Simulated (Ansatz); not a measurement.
# O2F (SMILES [O]OF) at 6 levels

Wanted: a comparison of 6 runs (UHF/3-21G, UB3LYP/6-31G*, U-r2SCAN/def2-TZVPPD, UCAM-B3LYP/def2-TZVPPD, USVWN5/def2-TZVPPD, UCCSD(T)/def2-TZVPPD) of O2F. 

The calculation is run with Ansatz 0.2.0.

19 further runs of the same task are left out: 19 set aside as unsound or not needed.

## (1) The molecule

O2F has 3 atoms, charge 0, and is taken as a doublet. As SMILES, `[O]OF`. The O2–F3 distance was set to 1.573 Å, away from the relaxed value.

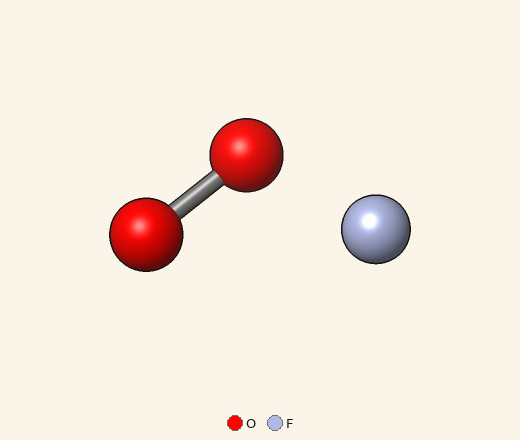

The structure, seen from a chosen angle (oxygen red, fluorine light blue).

## (2) A single-point energy at UHF/3-21G (run 1)

The input, run.yaml:

```yaml
crystal:
  periodic: [false, false, false]
  atoms:
    - symbol: O
      position_ang: [1.053414, -0.414432, 0.535384]
    - symbol: O
      position_ang: [0.133270, 0.497870, 0.127930]
    - symbol: F
      position_ang: [-1.066650, -0.202430, -0.610160]
basis:
  gaussian:
    orbitals: 3-21G.json
magnetization:
  spin_polarized: true
  initial_magnetization: 1
hamiltonian:
  xc: hf
accuracy: high
output:
  orbitals: {seedname: orbitals}
```

The basis set 3-21G is read from a file made from the Basis Set Exchange's data (not shown).

On the command line:

```
$ ansatz run run.yaml --threads 1 --pin off --max-ram 3480MiB --events-out events.jsonl --progress --plain --runs-dir runs
```

The log of the run:

```text
Warning: RAYON_NUM_THREADS=1 ignored (pool sized by the plan → 1); use --threads N
Functional definition: HF
  name "HF"
  exchange = exact_x
  correlation = 0
452 factors; integrals over basis functions are off by at most 3.0e-9 eV
mean field evaluation 1: about -6731.1138 eV, gradient 2.9e1 eV
mean field evaluation 2: about -6731.1376 eV, gradient 2.9e1 eV
mean field evaluation 4: about -6735.3888 eV, gradient 5.5e0 eV
mean field evaluation 8: about -6736.2539 eV, gradient 9.8e-1 eV
mean field evaluation 16: about -6737.0814 eV, gradient 8.2e-4 eV
mean field evaluation 32: about -6735.8251 eV, gradient 2.3e-1 eV
mean field evaluation 64: about -6725.3059 eV, gradient 2.4e1 eV
mean field evaluation 96: about -6732.9800 eV, gradient 1.9e1 eV
mean field evaluation 128: about -6735.7401 eV, gradient 4.0e0 eV
mean field evaluation 160: about -6736.2417 eV, gradient 1.3e-5 eV
mean field evaluation 192: about -6735.1481 eV, gradient 9.7e-2 eV
mean field evaluation 224: about -6734.9937 eV, gradient 5.5e-1 eV
mean field -6737.08137424 eV, -247.5831739457 hartree, gradient 7.6e-8 eV, S^2 1.358698; 12 other end points of the search recorded, 0 dependent functions left out
reference -6737.08137424 eV, -247.5831739457 hartree; 13, 12 occupied and 14, 15 virtual orbitals, 452 factors
Total energy: -6737.08137424 eV, -247.5831739457 hartree
```

Run time: 0.83 s. Hardware: 1 thread of Arm Neoverse V1, shared host.

## (3) A single-point energy at UB3LYP/6-31G(d) (spherical functions) (run 2)

The input, in.yaml:

```yaml
crystal:
  periodic: [false, false, false]
  atoms:
    - {symbol: O, position_ang: [1.053414, -0.414432, 0.535384]}
    - {symbol: O, position_ang: [0.133270, 0.497870, 0.127930]}
    - {symbol: F, position_ang: [-1.066650, -0.202430, -0.610160]}
basis:
  gaussian: {orbitals: 6-31G_st_-spherical.json}
magnetization: {spin_polarized: true, initial_magnetization: 1}
hamiltonian: {xc: {name: B3LYP}}
accuracy: high
output: {orbitals: {seedname: orbitals}}
```

The basis set 6-31G* is read from a file made from the Basis Set Exchange's data (not shown).

On the command line:

```
$ ansatz run in.yaml --threads 1 --pin off --max-ram 3480MiB --events-out events.jsonl --progress --plain --runs-dir runs
```

The log of the run:

```text
Warning: RAYON_NUM_THREADS=1 ignored (pool sized by the plan → 1); use --threads N
Functional definition: B3LYP
  name "B3LYP"
  parameter a0 = 0.2
  parameter ax = 0.72
  parameter ac = 0.81
  exchange = (1 - a0 - ax)*slater_x + ax*b88_x + a0*exact_x
  correlation = (1 - ac)*vwn_rpa_c + ac*lyp_c
796 factors; integrals over basis functions are off by at most 3.2e-9 eV
mean field evaluation 1: about -6800.8827 eV, gradient 2.8e1 eV
mean field evaluation 2: about -6784.4622 eV, gradient 7.5e1 eV
mean field evaluation 4: about -6803.3587 eV, gradient 8.3e0 eV
mean field evaluation 8: about -6803.6929 eV, gradient 7.5e-1 eV
mean field evaluation 16: about -6803.7014 eV, gradient 5.1e-3 eV
mean field evaluation 32: about -6803.7014 eV, gradient 3.5e-7 eV
mean field -6803.70144208 eV, -250.0314162820 hartree, gradient 7.5e-8 eV, S^2 0.771815; 2 other end points of the search recorded, 0 dependent functions left out
reference -6803.70145683 eV, -250.0314168240 hartree; 13, 12 occupied and 29, 30 virtual orbitals, 796 factors
Total energy: -6803.70145683 eV, -250.0314168240 hartree
```

Wall time 3.9 s (1 thread of Arm Neoverse V1, shared host); peak memory 0.13 GiB.

Runs 3 to 5 aren't shown in full; the table further down has their settings and results.

## (4) The energy at UCCSD(T)/def2-TZVPPD (run 6)

The input, run.yaml:

```yaml
crystal:
  periodic: [false, false, false]
  atoms:
    - {symbol: O, position_ang: [1.053414, -0.414432, 0.535384]}
    - {symbol: O, position_ang: [0.133270, 0.497870, 0.127930]}
    - {symbol: F, position_ang: [-1.066650, -0.202430, -0.610160]}
basis:
  gaussian:
    orbitals: def2-TZVPPD.json
magnetization:
  spin_polarized: true
  initial_magnetization: 1
correlation:
  method: ccsd_t
  frozen_orbitals: {F: 1, O: 1}
accuracy: high
scf:
  omitted_lower_state_checks: [cluster_reference, increment]
```

The basis set def2-TZVPPD is read from a file made from the Basis Set Exchange's data (not shown).

On the command line:

```
$ ansatz run run.yaml --threads 1 --pin off --max-ram 3480MiB --events-out events.jsonl --progress --plain --runs-dir runs
```

The log of the run:

```text
Warning: RAYON_NUM_THREADS=1 ignored (pool sized by the plan → 1); use --threads N
[... 15 lines left out ...]
3 core orbitals not correlated: weight in the atoms' cores, before any rotation towards them, 1.000 or more for the frozen orbitals, at most 0.000 for the correlated occupied ones
[... 42 lines left out ...]
Total energy: -6796.20564430 eV, -249.7559507943 hartree
Checks for a lower state left out: cluster_reference, increment
```

Wall time 1.9 min (1 thread of Arm Neoverse V1, shared host); peak memory 1.8 GiB.

## (5) Overview of the runs

```
run                                level  frozen core orbitals  energy (Eh)  HOMO energy (eV)  LUMO energy (eV)   ⟨S²⟩  wall time
  1                            UHF/3-21G                     –  -247.583174            -15.36              2.85  1.359     0.83 s
  2  UB3LYP/6-31G* (spherical functions)                     –  -250.031417             -9.63             -5.01  0.772      3.9 s
  3                 U-r2SCAN/def2-TZVPPD                     –  -250.057820             -8.86             -6.17  0.771       15 s
  4               UCAM-B3LYP/def2-TZVPPD                     –  -250.081364            -12.16             -3.86  0.792       15 s
  5                   USVWN5/def2-TZVPPD                     –  -248.491287             -8.34             -6.93  0.757      4.5 s
  6                 UCCSD(T)/def2-TZVPPD                     3  -249.755951                 –                 –  1.390    1.9 min
```

## (6) Outcome

| quantity | value |
| --- | --- |
| run 6: total energy | -249.75595 Eh |
| run 6: correlation energy (3 core orbitals frozen) | -740.2 mEh |
| run 6: (T) correction | -36.55 mEh |
| run 6: ⟨S²⟩ of the reference determinant | 1.390 |
| run 6: T1 diagnostic | 0.075 |

**Reading.** Totals of different functionals can't be ranked against each other. Spin contamination of the reference: run 6 ⟨S²⟩ = 1.39, run 1 ⟨S²⟩ = 1.36. Where it is this large, the reference is a mixture of spin states, and values that rest on it are in doubt. All runs together took 2.5 min, the longest 1.9 min.
